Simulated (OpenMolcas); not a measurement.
**CHF2N (SMILES N=C(F)F), run twice**

Wanted: the energy of CHF2N, RI-MP2/pc-2 (Cholesky decomposition).

The results are computed with OpenMolcas 26.06.

10 further runs of the same task are left out: 2 that didn't finish, 8 set aside as unsound or not needed.

### 1 The system as given

The species is CHF2N (5 atoms), meant as a singlet with charge 0. As SMILES, `N=C(F)F`. The shape is that of a GFN2-xTB optimisation.

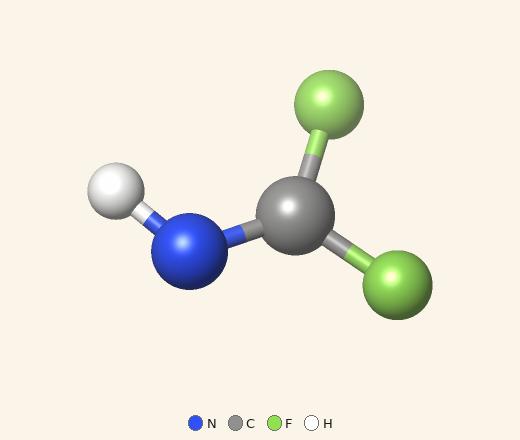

The structure, seen from a chosen angle (nitrogen blue, carbon grey, fluorine green, hydrogen white).

### 2 Try one

mol.xyz

```xyz
5

N      0.097160     0.958450     0.084410
C      0.095300    -0.264940     0.155700
F      0.707370    -0.932480     1.096540
F     -0.493900    -1.148890    -0.657270
H     -0.405920     1.387850    -0.679380
```

mol.inp

```
&GATEWAY
 Coord=mol.xyz
 Basis=pc-2
 Group=NoSym

&SEWARD
 High

&SCF
 PrOrbitals=1 1
 XC=B3LYP

&MBPT2
 Frozen=4
```

Run with:

```bash
$ export MOLCAS_MEM=1860
$ pymolcas mol.inp > mol.log
```

Log:

```text
--- Start Module: gateway ---

                                              &GATEWAY

                       available to each process: 1.9 GB of memory, 1 thread

++    Symmetry information:
      ---------------------

                    Character Table for C1

                             E
                    a        1  x, y, xy, Rz, z, xz, Ry, yz, Rx, I
--

++    Basis set information:
      ----------------------

      Basis set label: N.PC-2.........

      Electronic valence basis set:
      ------------------
      Associated Effective Charge   7.000000 au
      Associated Actual Charge      7.000000 au
      Nuclear Model: Point charge

      Shell  nPrim  nBasis  Cartesian Spherical Contaminant
         s      10       4        X
         p       6       3        X
         d       2       2                 X
         f       1       1                 X

[... 116 lines left out ...]
                   Integrals are discarded if absolute value <: 1.00E-40
                   Integral cutoff threshold is set to       <: 1.00E-40

            Nuclear Potential Energy            119.53728984 au

      Basis set specifications :
      Symmetry species         a
      Basis functions          134

--- Stop Module: seward /rc=_RC_ALL_IS_WELL_ ---
--- Module seward spent 10 seconds ---

--- Start Module: scf ---

                                                &SCF

                       available to each process: 1.9 GB of memory, 1 thread

 Unidentified key word:XC
 >>>>> Input file for module SCF  <<<<<
PrOrbitals
1 1
 ******   Error  *******
XC

 ###############################################################################
 ###    ERROR: Error in FindErrorLine                                        ###
 ###############################################################################
--- Stop Module: scf /rc=_RC_INPUT_ERROR_ ---

.####################.
.# User input error #.
.####################.

    Timing: Wall=10.61 User=10.22 System=0.39
```

It took 11 s on 1 thread of Arm Neoverse V2, shared host; peak memory 0.22 GiB.

### 3 Diagnosis

The job stopped with an error part of the way.

The log says `ERROR: Error in FindErrorLine`. The cause is that the input text is malformed or holds a word that the program doesn't know (`XC=B3LYP`).

### 4 Second attempt

mol.xyz is that of step 2.

mol.inp

```
&GATEWAY
 Coord = mol.xyz
 Basis = pc-2
 Group = NoSym

&SEWARD
 High

&SCF
 Iterations = 30
 Core
 NoDamp
 PrOrbitals = 1 1

&MBPT2
 Frozen = 4
```

Run with:

```bash
$ export MOLCAS_MEM=1860
$ pymolcas mol.inp > mol.log
```

Log:

```text
--- Start Module: gateway ---
[...]
--- Stop Module: gateway /rc=_RC_ALL_IS_WELL_ ---
[...]
      Basis functions          134
[...]
--- Start Module: scf ---
[...]
       Convergence after  16 Iterations
[...]
::    Total SCF energy                               -291.8800299848
[...]
      Total spin, S                                     0.0000000000
[...]
      Total electronic charge=   32.000000
      Total            charge=   -0.000000
[...]
      Dipole Moment (debye):
      Origin of the operator (angstrom)=    0.0946   -0.4292    0.1648
                   X= -8.6445E-01               Y=  2.1891E-01               Z= -1.2819E+00           Total=  1.5615E+00
      Quadrupole Moment (debye*angstrom):
[...]
--- Stop Module: scf /rc=_RC_ALL_IS_WELL_ ---
[...]
--- Start Module: mbpt2 ---
[...]
WARNING!
Default frozen orbitals as non valence orbitals is overwritten by user input.
Default values:   4
[...]
       Reference weight ( Cref**2 )         =        0.83996
::    Total MBPT2 energy                             -292.7060319208
[...]
--- Stop Module: mbpt2 /rc=_RC_ALL_IS_WELL_ ---
[...]
```

Run time: 27 s. Hardware: 1 thread of Arm Neoverse V2, shared host; peak memory 0.22 GiB.

### 5 What came out

Level: RI-MP2/pc-2 (Cholesky decomposition).

| quantity | value |
| --- | --- |
| total energy | -292.70603 Eh |
| dipole moment (mean-field density) | 1.56 D |
| HOMO energy (Hartree–Fock orbitals) | -13.16 eV |
| LUMO energy (Hartree–Fock orbitals) | 2.88 eV |
| HOMO–LUMO gap (Hartree–Fock orbitals) | 16.04 eV |
| correlation energy (4 core orbitals frozen) | -826.0 mEh |

What this shows: Mulliken charges of the mean-field density run from -0.36 on N1 to +0.88 on C2; they depend strongly on the basis.
